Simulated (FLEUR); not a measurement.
Band structure of CaGa2 (P6/mmm, 3 atoms in the cell).

```yaml
crystal:
  lattice:
    - [4.23886, 0.00000, 0.00000]
    - [-2.11943, 3.67096, 0.00000]
    - [0.00000, 0.00000, 4.41641]
  atoms:
    - { symbol: Ca, position: [0.00000, 0.00000, 0.00000] }
    - { symbol: Ga, position: [0.33333, 0.66667, 0.50000] }
    - { symbol: Ga, position: [0.66667, 0.33333, 0.50000] }
```

Method: FLEUR with PBEsol, all-electron FLAPW (FLEUR), scalar-relativistic valence.

Settings: Kmax = 3.8 1/bohr; GmaxXC = 13.3 1/bohr; xcFunctional = PBEs; jspins = 1; l_soc = F; mode = hist; fermiSmearingEnergy = 0.00367493 Htr; mesh (inpgen div1-3) = 7 7 6; inpgen gamma flag = true; Gmax = 13.3 1/bohr; numbands = 0; maxIterBroyd = 15; imix = Anderson; alpha = 0.05.

The starting cell comes from a database of computed structures (which also holds hypothetical and non-ambient phases and stackings), without a prior relaxation at this level. Values depend on the basis (sphere radii, cutoffs, local orbitals), which need not be converged.

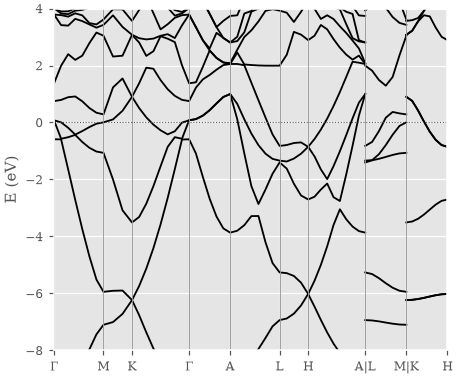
Bands along the path, energies from the Fermi level.

Levels in eV from the Fermi level, bands 15 to 22:
```csv
point,15,16,17,18,19,20,21,22
Γ,-9.33,-0.59,0.08,0.08,0.75,1.38,3.79,3.79
M,-7.10,-5.94,-1.06,0.01,0.28,3.04,3.43,3.61
K,-6.23,-6.23,-3.51,0.90,0.90,3.08,3.08,3.57
A,-8.68,-3.87,1.00,1.00,2.05,2.05,2.08,2.81
L,-6.94,-5.26,-1.40,-1.34,-0.82,1.99,3.93,4.47
H,-6.02,-6.02,-2.70,-0.85,-0.85,2.89,4.29,4.29
```
